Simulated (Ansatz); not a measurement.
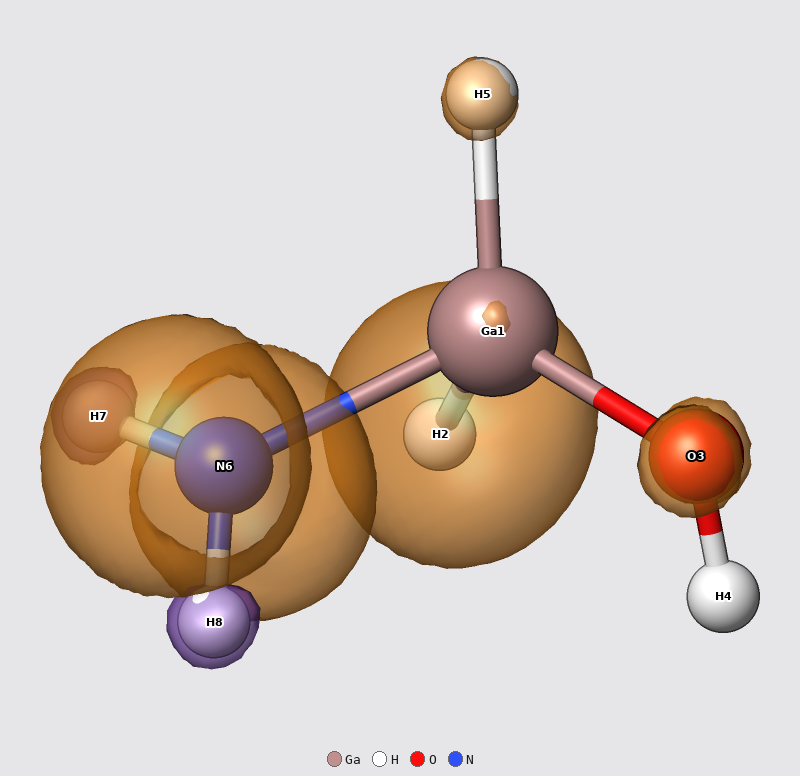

Figure. GaH₅NO (doublet). Isosurfaces of the spin density (α minus β) at +0.02 (orange) and −0.02 e/Å³ (purple), seen at a tilt.

Not at a stationary point (largest force 0.7 eV/Å).

All numbers below come from UKS B3LYP-D4/def2-SVP (Ansatz 0.2.0).

```xyz
8

Ga   -0.1613   -0.2623    0.5521
H     0.0258   -1.6232    1.3589
O     1.2691    0.2174   -0.4526
H     2.1138   -0.1723   -0.1979
H    -1.5556    0.1011   -0.0430
N     0.0487    0.3623    2.4417
H    -0.6624    0.0889    3.1274
H     0.9625    0.3360    2.9036
```

### Where is the unpaired spin?

The unpaired spin (1 electron) lies mostly on N6 (about 0.6), H2 (about 0.2) and Ga1 (about 0.1), in electrons by Hirshfeld's partition.
